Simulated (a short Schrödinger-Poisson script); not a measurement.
System: MOS inversion layer, Si3N4 on p-type Ge(100), at 300 K.

| layer | material | thickness (nm) | Na (cm⁻³) |
|---|---|---|---|
| 1 | Si3N4 | 5.4 | - |
| 2 | Ge | 210 | 2e18 |

Constants are typed, rounded textbook-type inputs, not results; the design itself was drawn at random and stands for no fabricated device. Si3N4: permittivity 7.5, conduction-band edge (eV) 1.9, gap (eV) 5.1, electron mass (mₑ) 0.5. Ge: permittivity 16, conduction-band edge (eV) 0, gap (eV) 0.664, Nv at 300 K (cm⁻³) 6e18.

Channel valleys (confinement mass, in-plane density-of-states mass, number): L4 0.12, 0.295, 4. At the gate the conduction-band edge of layer 1 lies 2.16 eV − eVg above the Fermi level of the channel; the field vanishes at the back. Gaps are held at their typed values at every temperature. Mesh 0.03 nm at interfaces.

From a short Schrödinger-Poisson script (our own, NumPy): 1D Poisson equation in equilibrium, electrons quantum, Hartree (BenDaniel-Duke, 12 states a valley, the channel's in-plane mass for all, wave functions ending at the dielectric), parabolic valleys, classical holes, full ionisation, no traps, pinning or gate leakage.

Only gate voltages with over 1e8 electrons/cm² are shown.

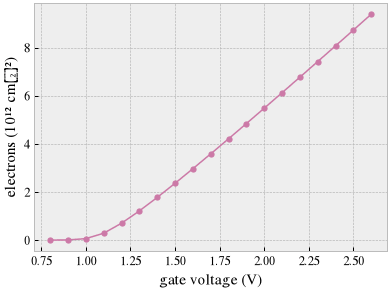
Sheet density against gate voltage

```
Vg (V)  electrons (cm⁻²)  C (μF/cm²)  L4 E0 (meV)  L4 E1 (meV)
------  ----------------  ----------  -----------  -----------
0.8               7.99e8       0.419        250.3        387.5
0.9               7.34e9       0.418        192.9        337.5
1                6.09e10       0.504        138.2        289.3
1.1              2.86e11       0.712         97.9        254.2
1.2              7.00e11       0.850         74.3        234.6
1.3              1.21e12       0.917         59.6        223.1
1.4              1.77e12       0.954         49.2        215.6
1.5              2.36e12       0.976         41.2        210.3
1.6              2.97e12       0.992         34.7        206.4
1.7              3.58e12        1.00         29.1        203.3
1.8              4.21e12        1.01         24.3        200.9
1.9              4.84e12        1.02         20.0        198.9
2                5.48e12        1.03         16.1            -
2.1              6.12e12        1.03         12.5            -
2.2              6.77e12        1.04            -            -
2.3              7.42e12        1.04            -            -
2.4              8.07e12        1.05            -            -
2.5              8.73e12        1.05            -            -
2.6              9.39e12        1.05            -            -
```

Subbands count from the Fermi level; a dash marks a level above the dielectric's band edge.

Only the L valleys are kept; under strong confinement the Δ valleys of Ge fill too.
